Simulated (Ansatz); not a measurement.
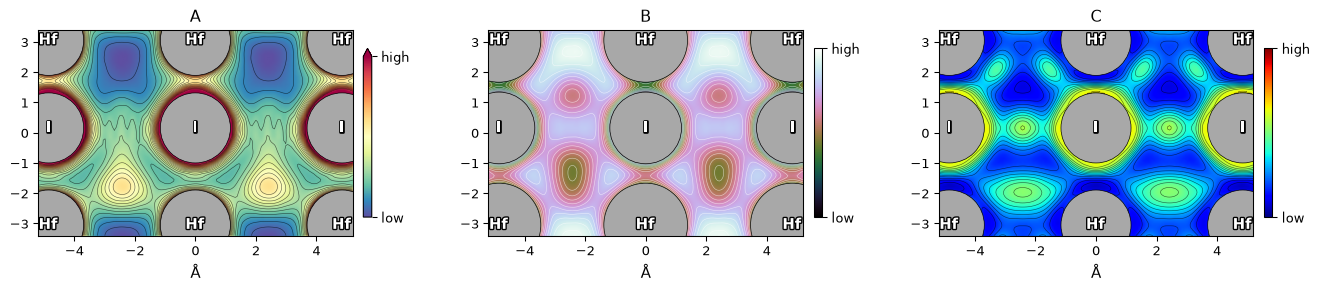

Hf3I2: 3 fields on the (100) plane of the conventional cell, with unlabelled colour scales. Grey discs cover the atomic cores.

Space group P-3m1; started from the A-type sesquioxide_164 prototype, which need not be the ambient phase.

Level of theory: DFT PBE, scalar-relativistic, plane waves, PAW (Ansatz 0.2.0).

Q: Match the panels to the quantities (electron localisation function, electrostatic potential energy of an electron and valence pseudo-density).

A: Panel A: valence pseudo-density. Panel B: electrostatic potential energy of an electron (low next to the atoms, rising into the space between them). Panel C: electron localisation function. From the grid: Hf–I (2.89 Å): the density is about 0.3 e/Å³ at the midpoint; the ELF is about 0.35 at the midpoint. Hf–I (3.21 Å): ρ at the midpoint is about 0.19 e/Å³, with its minimum of 0.16 e/Å³ about 1.4 Å from Hf; the ELF is about 0.25 at the midpoint and 0.05 at its lowest between the atoms (no localised pair shows between them).
